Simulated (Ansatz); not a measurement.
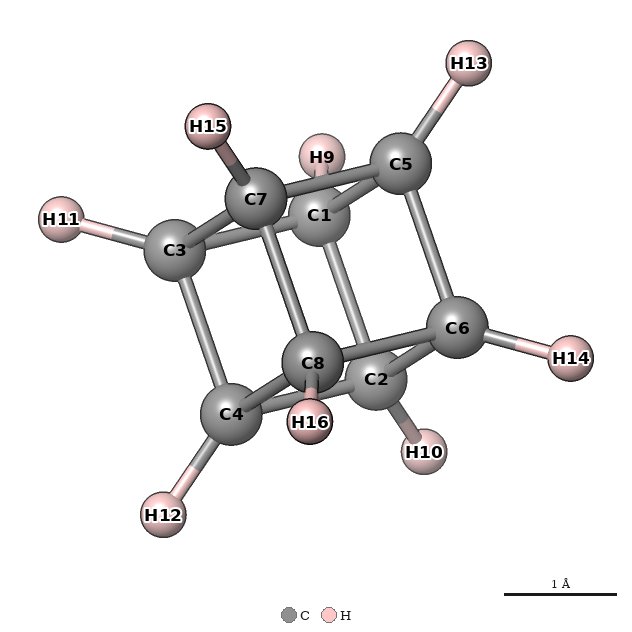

Source: calculation with Ansatz.

Orthographic view. Distant atoms are faded towards the background colour. Geometry: a fixed input geometry, not necessarily a minimum.

Write a MOL file (V2000) with the atoms in numerical order, bonds sorted by atom number with the orders drawn, and coordinates in the frame of the picture: x right, y up, z towards the viewer, origin at the mean position.

```
C8H8
                    3D

 16 20  0  0  0  0  0  0  0  0999 V2000
    0.0300    0.6600   -1.1900 C   0  0  1  0  0  0  0  0  0  0  0  0
    0.5400   -0.8100   -0.9500 C   0  0  2  0  0  0  0  0  0  0  0  0
   -1.2600    0.3500   -0.3600 C   0  0  1  0  0  0  0  0  0  0  0  0
   -0.7600   -1.1200   -0.1200 C   0  0  2  0  0  0  0  0  0  0  0  0
    0.7600    1.1200    0.1200 C   0  0  2  0  0  0  0  0  0  0  0  0
    1.2600   -0.3400    0.3600 C   0  0  1  0  0  0  0  0  0  0  0  0
   -0.5400    0.8100    0.9500 C   0  0  2  0  0  0  0  0  0  0  0  0
   -0.0300   -0.6600    1.1900 C   0  0  1  0  0  0  0  0  0  0  0  0
    0.0500    1.1900   -2.1400 H   0  0  0  0  0  0  0  0  0  0  0  0
    0.9700   -1.4600   -1.7100 H   0  0  0  0  0  0  0  0  0  0  0  0
   -2.2800    0.6200   -0.6500 H   0  0  0  0  0  0  0  0  0  0  0  0
   -1.3700   -2.0200   -0.2200 H   0  0  0  0  0  0  0  0  0  0  0  0
    1.3700    2.0200    0.2200 H   0  0  0  0  0  0  0  0  0  0  0  0
    2.2800   -0.6200    0.6500 H   0  0  0  0  0  0  0  0  0  0  0  0
   -0.9700    1.4600    1.7100 H   0  0  0  0  0  0  0  0  0  0  0  0
   -0.0600   -1.1900    2.1400 H   0  0  0  0  0  0  0  0  0  0  0  0
  1  2  1  0
  1  3  1  0
  1  5  1  0
  1  9  1  0
  2  4  1  0
  2  6  1  0
  2 10  1  0
  3  4  1  0
  3  7  1  0
  3 11  1  0
  4  8  1  0
  4 12  1  0
  5  6  1  0
  5  7  1  0
  5 13  1  0
  6  8  1  0
  6 14  1  0
  7  8  1  0
  7 15  1  0
  8 16  1  0
M  END
```
